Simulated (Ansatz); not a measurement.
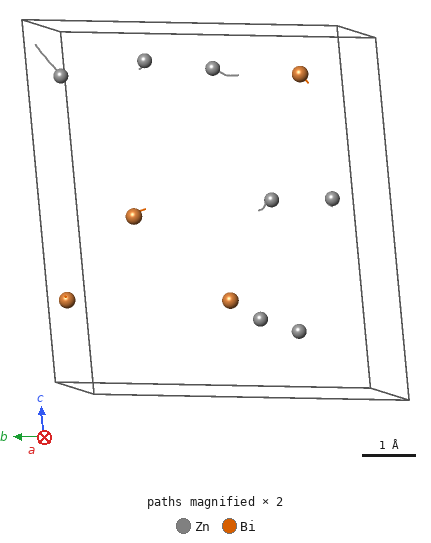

Molecular dynamics of an amorphous cell of composition Zn3Bi2 (10 atoms in the cell), 90 fs long. Lines trace each atom's path, in the colour of its element; spheres stand at the starting positions. The excursions are magnified 2 times. Seen from a free direction in the simulation cell.

Theory: Ansatz, DFT, PAW plane waves, PBE. Run with plane-wave cutoff 420 eV; k-point mesh 2 × 3 × 2; cold smearing 0.15 eV; Langevin thermostat (NVT); set temperature 300 K; time step 1.5 fs.

What do the traces tell about the motion?

In the second half of the run the atoms are, in the root-mean-square, this far from where they began (common drift taken out): Zn 0.20 Å, Bi 0.10 Å. The run lasts only 90 fs, too short to tell vibration from diffusion. The mean temperature in the second half is 363 K (standard deviation 34 K). The potential energy is still drifting at the end, so the run hasn't reached equilibrium. The potential energy in the second half lies on average 5.2 meV per atom below the first frame.

Limits of the set-up: the k-point mesh is coarse for a cell with partly filled bands; the periodic images lie only 6.1 Å apart, so the values are limited by the cell's size.

Cost: 22 min on 2 threads of Arm Neoverse N1, with other jobs on the host, peak memory 0.8 GiB.
